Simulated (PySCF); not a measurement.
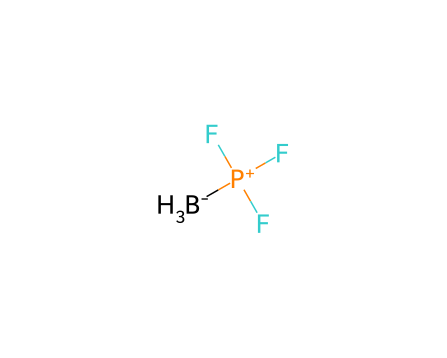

Transcribe the drawing into SMILES.

Answer. [BH3-][P+](F)(F)F

Give the formula, hydrogens included.

Answer. BF3H3P.

An optimisation with PBE0-D3(BJ)/def2-TZVP gave a structure of which point group?

Answer. C3v.

More results for the same structure follow; atom numbers are the same in all pictures, views and colours differ. The computed structure is the end point of a PBE0-D3(BJ)/def2-TZVP optimisation. No frequency run is at hand to confirm it as a minimum.

### Geometry

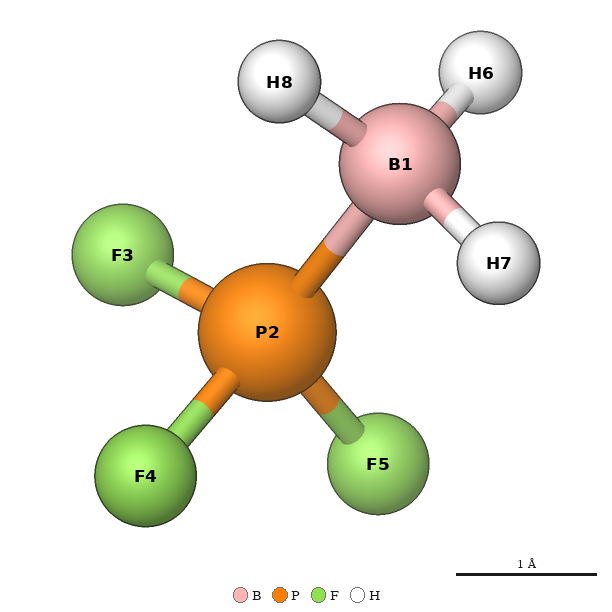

Atoms carry their numbers in the input. No frequency run is at hand to confirm it as a minimum.

Which atoms are bonded, and how long are the bonds?

```json
{"bond": "B1–P2", "length (Å)": "1.836", "order": "single"}
{"bond": "B1–H6", "length (Å)": "1.207", "order": "single"}
{"bond": "B1–H7", "length (Å)": "1.207", "order": "single"}
{"bond": "B1–H8", "length (Å)": "1.207", "order": "single"}
{"bond": "P2–F3", "length (Å)": "1.542", "order": "single"}
{"bond": "P2–F4", "length (Å)": "1.542", "order": "single"}
{"bond": "P2–F5", "length (Å)": "1.542", "order": "single"}
```

### Electronic properties

No frequency run is at hand to confirm it as a minimum. Method: PBE0/pcSseg-2, gas phase (PySCF 2.14.0).

Give the HOMO energy (Kohn–Sham orbital) at this level.

Answer. −9.74 eV.

Estimate the LUMO energy (Kohn–Sham orbital).

Answer. 0.09 eV.

Estimate the dipole moment.

Answer. 1.57 D.

### Core levels

No frequency run is at hand to confirm it as a minimum. Properties computed with delta-SCF UKS SCAN, pcX-3 on the ionised atom, pcseg-2 elsewhere, spin-free X2C (PySCF 2.14.0).

Give the core-electron binding energies (to vacuum; p and d levels without spin–orbit splitting) of B1 1s, P2 1s, P2 2p, F3 1s.

```tsv
atom	level	binding energy (eV)
B1	1s	194.6
P2	1s	2156.3
P2	2p	142.2
F3	1s	694.9
```

### NMR shielding

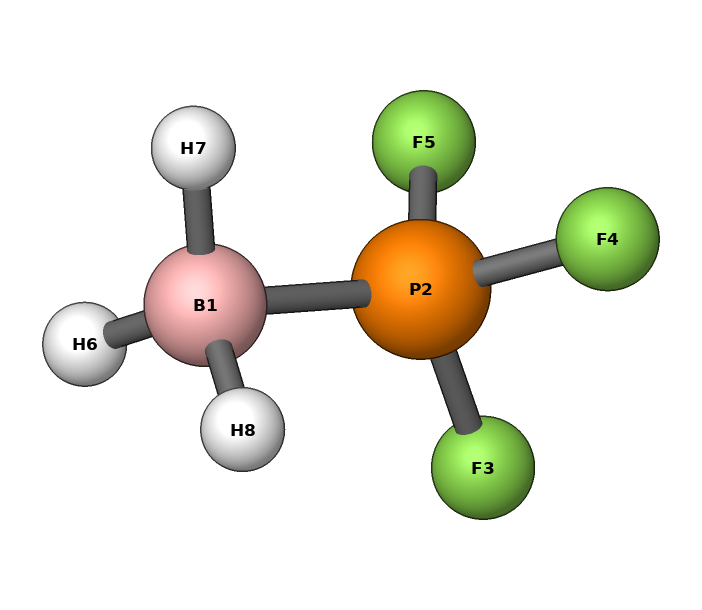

No frequency run is at hand to confirm it as a minimum. Method: GIAO ωB97X-D/pcSseg-2 NMR shielding, non-relativistic, IEF-PCM chloroform (PySCF 2.14.0). Principal shieldings σ11 ≤ σ22 ≤ σ33, span Ω = σ33 − σ11, skew κ = 3(σiso − σ22)/Ω.

Give the shielding tensors of the B atoms.

```
atom    σ11    σ22    σ33   σiso    Ω     κ
  B1  153.1  153.2  160.7  155.7  7.7  0.97
```

Shieldings and span in ppm.

### Quadrupole coupling

No frequency run is at hand to confirm it as a minimum. Electric field gradients from the ground-state density, PBE0/pcSseg-2 (PySCF 2.14.0), non-relativistic apart from any core potentials.

Give the largest field-gradient component, the quadrupole coupling constant and the asymmetry for 11B at B1 (Q = 40.59 mb), 2H at H6 (Q = 2.86 mb).

| atom | V_zz (a.u.) | e²qQ/h (MHz) | η |
| --- | --- | --- | --- |
| B1 | 0.182 | 1.73 | 0.00 |
| H6 | 0.193 | 0.130 | 0.04 |
